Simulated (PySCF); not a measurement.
# HfCl₃: relaxation and vibrations of the doublet

Aim: relax HfCl₃ as a doublet from a PBE minimum start, check by its vibrations whether the end is a minimum, and collect its spectrum and constants.

Computed with PySCF 2.14.0. Level: PBE, basis Hf def2-SVP with ECP60, Cl def2-SVP, scalar-relativistic core potentials, no spin–orbit coupling, density fitting.

## (1) The system as given

4 atoms, charge 0, spin multiplicity 2.

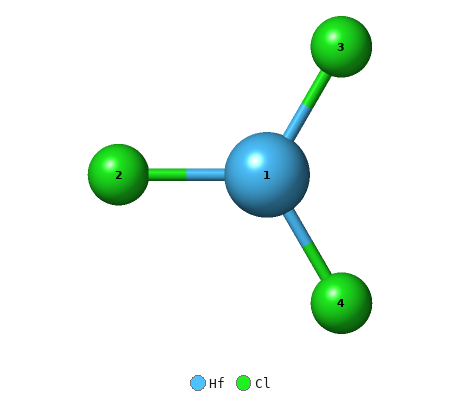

Start geometry, drawn with hafnium blue, chlorine green; atoms are numbered from 1 in the order of the file.

```xyz
4
charge 0 multiplicity 2
Hf    0.0000    0.0000    0.0047
Cl    0.0000    0.0000    2.3475
Cl    2.0285    0.0000   -1.1680
Cl   -2.0285    0.0000   -1.1680
```

## (2) First SCF at the start

One driver script runs all steps and calls PySCF; scf.py shows how it sets up the SCF of each step. The optimiser is the driver's own. After this first run the driver tries any further starts and a stability analysis.

File scf.py:

```python
from pyscf import gto, scf, dft
mol = gto.M(atom='''
Hf     0.000000     0.000000     0.004705
Cl     0.000000     0.000000     2.347522
Cl     2.028479    -0.000000    -1.167957
Cl    -2.028479     0.000000    -1.167957''',
    basis={'Hf': 'def2-SVP', 'Cl': 'def2-SVP'},
    ecp={'Hf': 'def2-SVP'},
    charge=0, spin=1)
mf = dft.UKS(mol, xc='PBE')
mf.grids.atom_grid = (50, 194)
aux = {'Hf': 'def2-universal-JKFIT', 'Cl': 'def2-universal-JKFIT'}
mf = mf.density_fit(auxbasis=aux)
mf.conv_tol = 1e-08
mf.diis_space = 10
mf.max_cycle = 60
mf.init_guess = 'minao'
mf.verbose = 4
mf.kernel()
```

On the command line:

```
$ OMP_NUM_THREADS=2 python axn.py task.json out
```

After this run come: PBE minimum start, doublet: relaxation; Frequencies.

What does the calculation give? Wanted: minimum; geometry; wavenumbers; dipole moment; highest occupied, lowest empty level; polar-tensor charge of Hf1; zero-point energy; atomisation energy; ⟨S²⟩.

**Answer**, as computed:

```
                                          quantity                                     value
                                           minimum                              doublet, D3h
                                          geometry  Hf–Cl 2.343 Å (×3); Cl–Hf–Cl 120.0° (×3)
                                wavenumbers (cm⁻¹)   59 (a2''), 86 (e'), 362 (a1'), 386 (e')
                                     dipole moment                                    0.00 D
highest occupied, lowest empty level (either spin)                           -5.13, -3.46 eV
                        polar-tensor charge of Hf1                                   +1.42 e
                                 zero-point energy                                8.2 kJ/mol
                               entropy at 298.15 K                           355.5 J/(mol K)
         atomisation energy (no zero-point energy)                               1542 kJ/mol
                                              ⟨S²⟩                                     0.753
```

The PBE minimum start keeps its D3h symmetry and ends in a minimum. In the infrared the band at 386 cm⁻¹ (e', stretch) leads. The dipole vanishes although Hf1 carries +1.4 e by the polar tensor: the bond dipoles cancel. Most of the spin sits on Hf1 (Mulliken spin 1.08, against 1 for the whole molecule). Only this shape and spin were tried, so other structures or states may lie lower. Open d and f shells are described by one determinant, and the ground state may have another occupation or spin. With an element this heavy the missing spin–orbit coupling can shift these numbers.
